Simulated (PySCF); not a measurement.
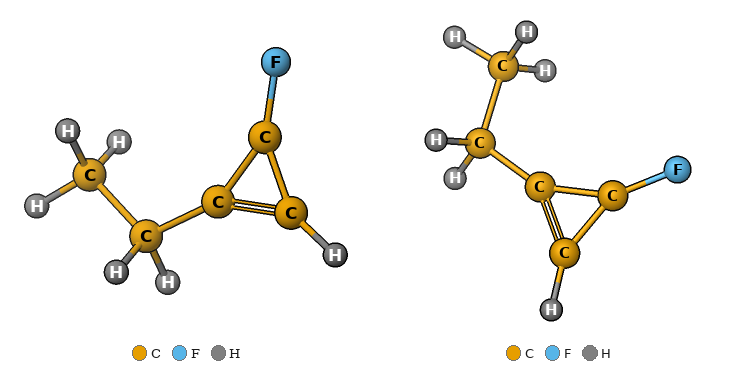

Both panels show the same species.

State: charge +1, singlet. The geometry was computed by an optimisation with PBE0-D3(BJ)/def2-SVP. No frequency run is at hand to confirm it as a minimum.

**What is the molecular formula?**

C5H6F(+), 12 atoms: 5 carbon, 6 hydrogen and 1 fluorine.

**Write the SMILES.**

CCc1c[c+]1F

**Count the bonded pairs by element.**

6 C–H, 5 C–C, 1 C–F.

**Name functional groups in it.**

Among them: C–F bond.

More results for the same structure follow; atom numbers are the same in all pictures, views and colours differ.

NMR shielding

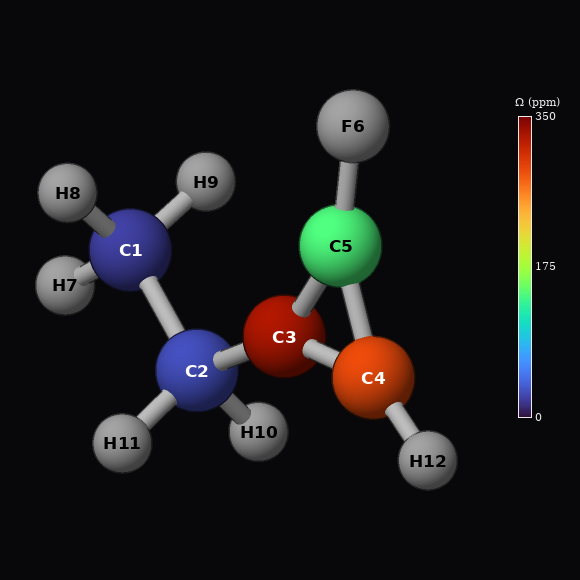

The C atoms are coloured by the span of their shielding tensor. No frequency run is at hand to confirm it as a minimum. Method: GIAO PBE0/pcSseg-1 NMR shielding, non-relativistic, IEF-PCM acetone (PySCF 2.14.0). Principal shieldings σ11 ≤ σ22 ≤ σ33, span Ω = σ33 − σ11, skew κ = 3(σiso − σ22)/Ω.

**Which C atom has the most anisotropic shielding?**

C3, with a span of 328 ppm.

Give the shielding tensors of the C atoms.

```tsv
atom	σ11	σ22	σ33	σiso	Ω	κ
C1	163.6	172.4	186.5	174.1	22.8	0.24
C2	141.4	164.3	171.3	159.0	29.9	−0.53
C3	−163.2	3.4	164.8	1.7	328.0	−0.02
C4	−108.8	1.3	180.6	24.4	289.3	0.24
C5	−43.7	−36.1	98.8	6.3	142.4	0.89
```

Shieldings and span in ppm.

Levels of theory compared

No frequency run is at hand to confirm it as a minimum. Program: PySCF 2.14.0.

Compare HOMO–LUMO gap (eV), HOMO energy (eV) at these levels: B3LYP/def2-SVPD; B3LYP/def2-SVPD in acetone (IEF-PCM); B3LYP/def2-SVPD in dichloromethane (IEF-PCM); BHandHLYP/aug-pcX-1 (pcseg-1 on H); PBE0/pcSseg-1 in acetone (IEF-PCM); PBE0/pcSseg-1 in dichloromethane (IEF-PCM).

```json
{"level": "B3LYP/def2-SVPD", "HOMO–LUMO gap (eV)": "7.00", "HOMO energy (eV)": "−14.52"}
{"level": "B3LYP/def2-SVPD in acetone (IEF-PCM)", "HOMO–LUMO gap (eV)": "7.49", "HOMO energy (eV)": "−10.22"}
{"level": "B3LYP/def2-SVPD in dichloromethane (IEF-PCM)", "HOMO–LUMO gap (eV)": "7.44", "HOMO energy (eV)": "−10.51"}
{"level": "BHandHLYP/aug-pcX-1 (pcseg-1 on H)", "HOMO–LUMO gap (eV)": "10.08", "HOMO energy (eV)": "−16.10"}
{"level": "PBE0/pcSseg-1 in acetone (IEF-PCM)", "HOMO–LUMO gap (eV)": "7.98", "HOMO energy (eV)": "−10.46"}
{"level": "PBE0/pcSseg-1 in dichloromethane (IEF-PCM)", "HOMO–LUMO gap (eV)": "7.94", "HOMO energy (eV)": "−10.74"}
```

Excitation

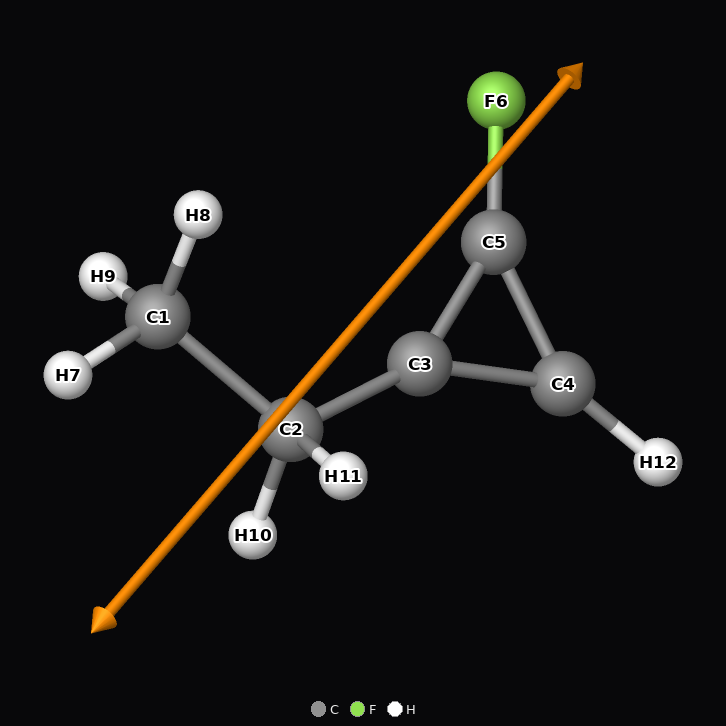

The double arrow shows the direction of the transition dipole to excited singlet state 5 (its length means nothing). No frequency run is at hand to confirm it as a minimum. Properties computed with TDDFT B3LYP/def2-SVPD, vertical, IEF-PCM dichloromethane (non-equilibrium linear response), core orbitals frozen in the response (PySCF 2.14.0).

**How is the transition polarised?**

Nearly parallel to the C3–C5 bond.

**Where does the transition lie, and how strong is it?**

7.49 eV (165 nm), oscillator strength 0.063, mainly HOMO → LUMO+1 (weight 0.98); transition dipole 1.49 D.

Ring current

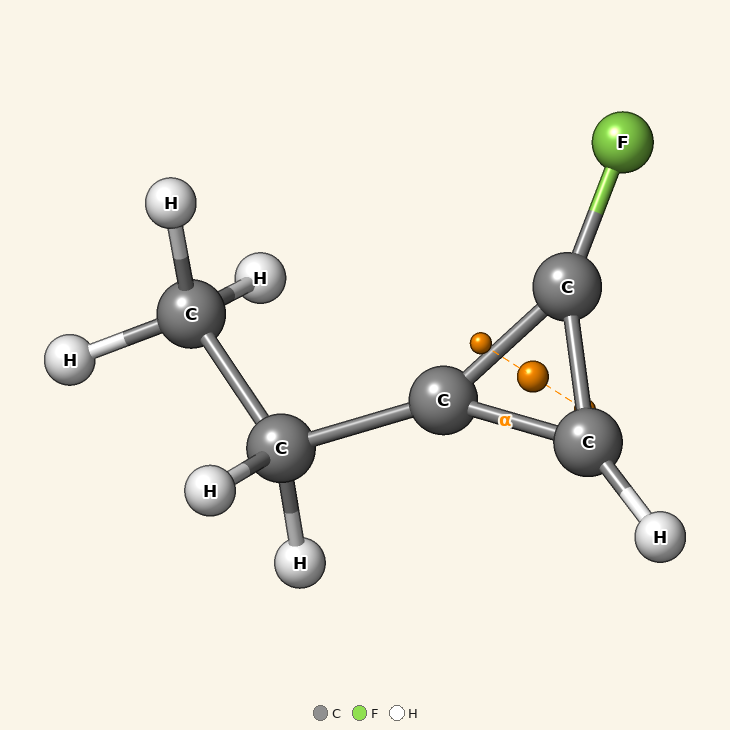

The small points mark where nucleus-independent chemical shifts (NICS) were computed: at the centre of each lettered ring and 1 Å above and below it. No frequency run is at hand to confirm it as a minimum. Method: GIAO PBE0/pcSseg-1 NMR shielding, non-relativistic, IEF-PCM acetone (PySCF 2.14.0).

Give NICS(0), NICS(1) and the out-of-plane component NICS(1)zz for each ring (means of the two sides).

| ring | members | NICS(0) | NICS(1) | NICS(1)zz |
| --- | --- | --- | --- | --- |
| α | C3 | −27.4 | −12.1 | −19.1 |

Values in ppm.
